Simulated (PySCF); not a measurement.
## NMR shielding calculation of C$_{7}$H$_{7}$FO

System: C$_{7}$H$_{7}$FO, SMILES COc1ccc(F)cc1.
Method: GIAO PBE0/pcSseg-1 NMR shielding, non-relativistic, gas phase (PySCF 2.14.0).

The geometry comes from this level: PBE0-D3(BJ)/def2-SVP. Figures and captions count atoms from 1; the log counts them from 0 in places.

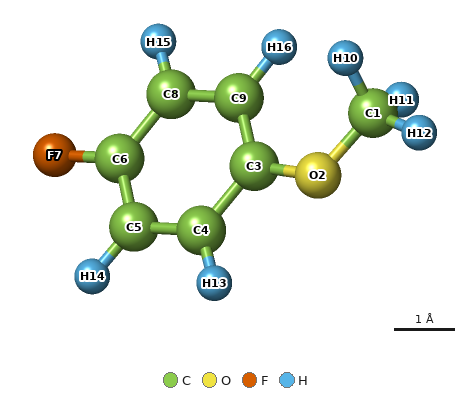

Figure 1. The input geometry (ball-and-stick view, seen at a tilt; atoms are numbered from 1 in the order of the input).

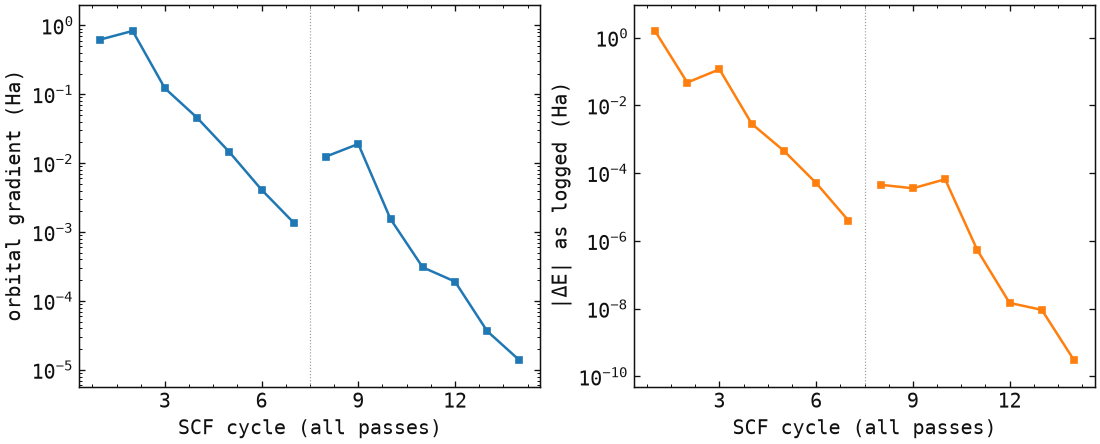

Figure 2. Convergence of the self-consistent field: orbital gradient and size of the energy change against the SCF cycle. The dotted line marks the change from a coarse to the final integration grid. The first 7 cycles use a coarse grid, the final grid takes over at cycle 8, and the field converges after 14 cycles in all.

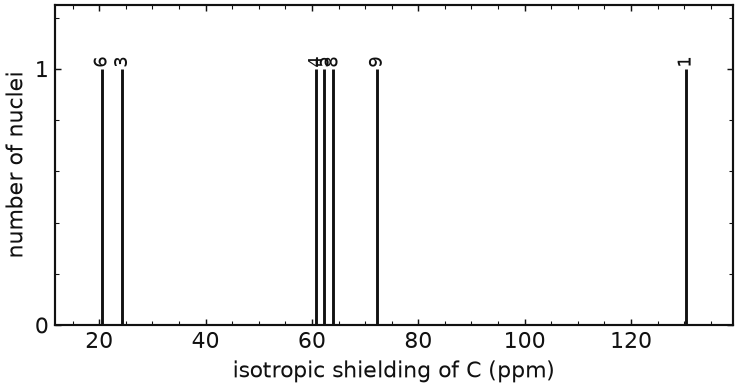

Figure 3. Isotropic shieldings of the carbon nuclei in this fixed geometry, labelled by atom number; shielding grows to the right, so chemical shift grows to the left. The least shielded is C6 (20.5 ppm), the most shielded C1 (130.3 ppm).

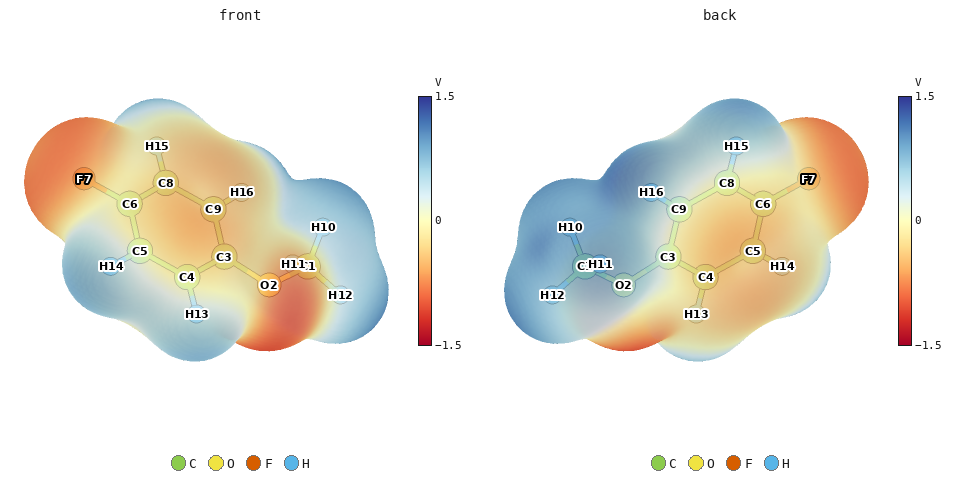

Figure 4. The electrostatic potential painted on the density surface at 0.002 e/bohr³, seen at a tilt and from behind; red is negative and blue positive. A positive charge is drawn to the negative regions and a negative charge to the positive ones. Its dipole moment is 2.44 D.

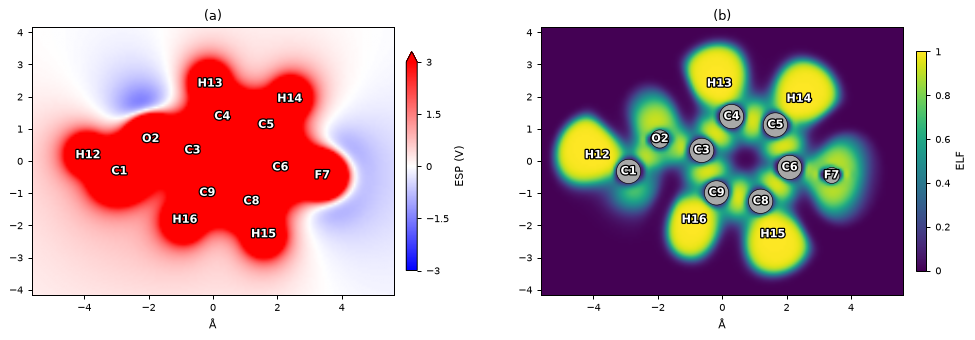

Figure 5. (a) electrostatic potential; (b) electron localisation function on the plane of atoms C5, C6 and C8. Grey discs, where drawn, cover atomic cores. Atoms in the plane: C, O, F and H. C–F (1.34 Å): the ELF peaks at about 0.85 between the atoms, which marks a polar covalent bond. C–O (1.35 Å): the ELF peaks at about 0.90 between the atoms, which marks a shared but strongly polarised pair. C–H (1.09 Å): the ELF climbs to about 1 towards the hydrogen, as it does in any bond to H; a covalent bond by its length.

The input that produced these results follows, with the program's output.

## Input file
```
{"job": {"kind": "nmr", "xc": "PBE0", "basis": "pcSseg-1"}, "charge": 0, "multiplicity": 1}
C      2.902800     0.423223     0.226708
O      1.926526    -0.400173    -0.342533
C      0.627120    -0.136141    -0.087675
C     -0.306681    -0.995950    -0.683574
C     -1.666518    -0.807609    -0.483565
C     -2.098947     0.245884     0.317367
F     -3.407942     0.425727     0.508989
C     -1.193027     1.106419     0.915625
C      0.176135     0.917525     0.714481
H      2.866585     0.403856     1.330815
H      2.807296     1.470845    -0.111312
H      3.874948     0.033893    -0.101374
H      0.064781    -1.812125    -1.305646
H     -2.404109    -1.469240    -0.941346
H     -1.561582     1.923529     1.538455
H      0.878735     1.601781     1.190330
```

The first line tells a small driver script what to run in PySCF; the rest is the geometry in Å.

Launch command:
```bash
OMP_NUM_THREADS=1 python <driver script> task.json out
```

## What the program printed
```
coarse grid: 14120 points
cycle   1  E = -445.3181916720  dE =  1.567e+00  |g| = 6.231e-01  |ddm| = 3.850e+00
cycle   2  E = -445.2710948388  dE =  4.710e-02  |g| = 8.299e-01  |ddm| = 1.245e+00
cycle   3  E = -445.3866061525  dE = -1.155e-01  |g| = 1.222e-01  |ddm| = 7.652e-01
cycle   4  E = -445.3894641342  dE = -2.858e-03  |g| = 4.563e-02  |ddm| = 1.416e-01
cycle   5  E = -445.3899166243  dE = -4.525e-04  |g| = 1.450e-02  |ddm| = 5.277e-02
cycle   6  E = -445.3899674115  dE = -5.079e-05  |g| = 4.114e-03  |ddm| = 1.774e-02
cycle   7  E = -445.3899713989  dE = -3.987e-06  |g| = 1.364e-03  |ddm| = 4.688e-03
final grid: 138872 points
cycle   8  E = -445.4613619441  dE = -4.524e-05  |g| = 1.248e-02  |ddm| = 4.632e-02
cycle   9  E = -445.4613263663  dE =  3.558e-05  |g| = 1.900e-02  |ddm| = 2.251e-02
cycle  10  E = -445.4613920907  dE = -6.572e-05  |g| = 1.545e-03  |ddm| = 1.489e-02
cycle  11  E = -445.4613926220  dE = -5.314e-07  |g| = 3.080e-04  |ddm| = 1.764e-03
cycle  12  E = -445.4613926368  dE = -1.477e-08  |g| = 1.913e-04  |ddm| = 4.984e-04
cycle  13  E = -445.4613926460  dE = -9.200e-09  |g| = 3.648e-05  |ddm| = 2.150e-04
cycle  14  E = -445.4613926463  dE = -3.004e-10  |g| = 1.381e-05  |ddm| = 4.115e-05
converged SCF energy = -445.4613926463

GIAO shielding tensors (ppm)
atom      isotropic    diamagn.    paramagn.     s11        s22        s33       span
  0 C      130.315     244.502    -114.188    103.157    111.264    176.523     73.365
  1 O      236.441     397.103    -160.661    133.516    279.066    296.742    163.226
  2 C       24.354     255.725    -231.370    -56.553     13.079    116.537    173.089
  3 C       60.829     254.086    -193.257    -24.830     46.363    160.955    185.785
  4 C       62.272     256.187    -193.915    -24.232     46.409    164.640    188.872
  5 C       20.509     254.669    -234.160    -63.147     36.614     88.061    151.208
  6 F      302.796     477.243    -174.447    233.414    304.459    370.515    137.100
  7 C       63.933     255.938    -192.006    -22.557     48.704    165.652    188.210
  8 C       72.270     259.426    -187.156    -13.830     51.900    178.741    192.571
  9 H       27.827      28.853      -1.026     24.455     25.474     33.552      9.097
 10 H       27.824      28.927      -1.103     24.458     25.451     33.564      9.106
 11 H       27.236      27.052       0.184     22.781     25.843     33.084     10.303
 12 H       24.236      31.573      -7.337     20.212     24.675     27.819      7.607
 13 H       24.178      29.393      -5.215     20.632     25.032     26.870      6.239
 14 H       24.219      29.448      -5.229     20.612     24.907     27.137      6.525
 15 H       24.730      32.956      -8.226     20.317     24.654     29.219      8.901
```

## Summary

```tsv
quantity	value
outcome	converged
total energy	−445.461393 hartree
HOMO	−6.41 eV
LUMO	−0.52 eV
dipole moment	2.44 D
isotropic shielding, C	20.5 to 130.3 ppm
isotropic shielding, O	236.4 ppm
isotropic shielding, F	302.8 ppm
isotropic shielding, H	24.2 to 27.8 ppm
hardware	1 CPU thread, shared host
wall time	46 s
peak memory	0.95 GiB
```
